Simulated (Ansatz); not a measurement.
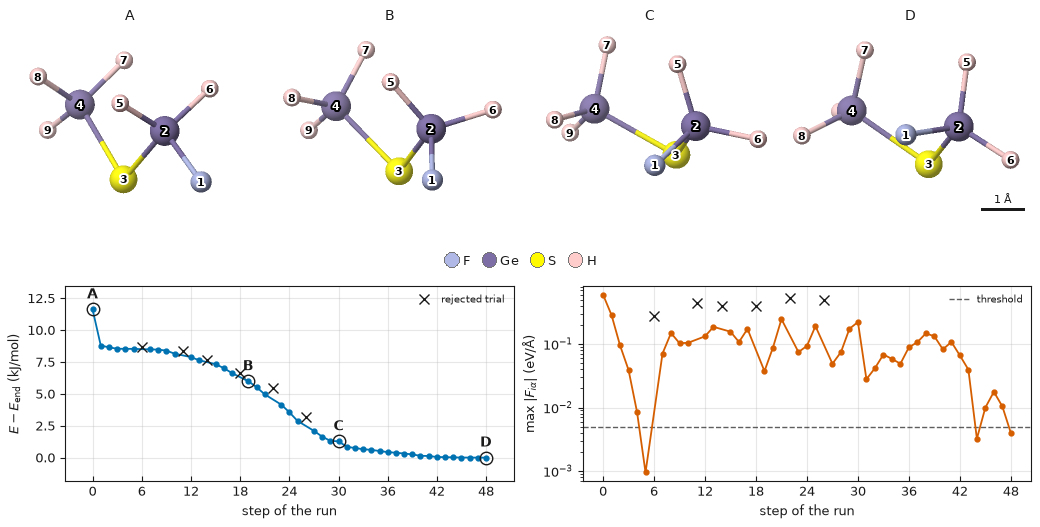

Frames of a relaxation of Ge2H5SF, marked on the history of the run. The picture is a ball-and-stick view, seen from a free direction.

The start comes from PBE-D4/def2-SVP.

These are results of RKS PBE0-D4/def2-TZVP in Ansatz 0.2.0, not measurements. (force threshold 0.005 eV/Å; at most 150 steps)

Question: Describe the path.

Answer: The largest move after the best rigid fit is that of H5, 2.26 Å. Largest moves by element: H 2.26 Å, F 2.09 Å, S 0.84 Å, Ge 0.43 Å. Some distances before and after: Ge2–S3 2.238 → 2.194 Å, S3–Ge4 2.257 → 2.235 Å, Ge2–H5 1.553 → 1.534 Å, Ge4–H7 1.552 → 1.536 Å. Among the angles between lasting bonds that change: S3–Ge2–H6 111.9° → 108.8°, F1–Ge2–S3 105.4° → 108.3°, F1–Ge2–H5 106.9° → 104.4°. Groups turn about Ge2–S3 by about 120°, S3–Ge4 by about 25°. After 42 accepted moves (48 points after the start) the energy has fallen by 11.6 kJ/mol. The largest force component goes from 0.6 to 0.004 eV/Å. The line search rejected the trial steps at points 6, 11, 14, 18, 22, 26 of the run. The forces were under the threshold at step 5, but the run went on from there. The run took 2.7 min on 4 threads of Arm Neoverse V2, on a shared host. From step 0 to 19: H5 moves most (0.81 Å), energy −5.63 kJ/mol. From step 19 to 30: F1 moves most (0.91 Å), energy −4.71 kJ/mol. From step 30 to 48: H7 moves most (0.80 Å), energy −1.28 kJ/mol.

| step | E − E(0), kJ/mol | largest force component, eV/Å | note |
| --- | --- | --- | --- |
| 0 | 0.00 | 0.6009 |  |
| 1 | -2.83 | 0.2861 |  |
| 2 | -2.97 | 0.0953 |  |
| 3 | -3.08 | 0.0391 |  |
| 4 | -3.09 | 0.0085 |  |
| 5 | -3.09 | 0.0009 |  |
| 6 | -2.91 | 0.2773 | rejected |
| 7 | -3.13 | 0.0710 |  |
| 8 | -3.15 | 0.1491 |  |
| 9 | -3.23 | 0.1033 |  |
| 10 | -3.47 | 0.1046 |  |
| 12 | -3.74 | 0.1324 |  |
| 14 | -3.96 | 0.3913 | rejected |
| 16 | -4.60 | 0.1078 |  |
| 18 | -4.95 | 0.3924 | rejected |
| 20 | -6.09 | 0.0881 |  |
| 22 | -6.18 | 0.5263 | rejected |
| 24 | -8.06 | 0.0936 |  |
| 26 | -8.44 | 0.4928 | rejected |
| 28 | -9.97 | 0.0745 |  |
| 30 | -10.35 | 0.2227 |  |
| 32 | -10.87 | 0.0417 |  |
| 34 | -11.02 | 0.0584 |  |
| 36 | -11.19 | 0.0890 |  |
| 38 | -11.30 | 0.1477 |  |
| 40 | -11.48 | 0.0824 |  |
| 42 | -11.57 | 0.0661 |  |
| 44 | -11.61 | 0.0032 |  |
| 46 | -11.62 | 0.0177 |  |
| 48 | -11.62 | 0.0040 |  |
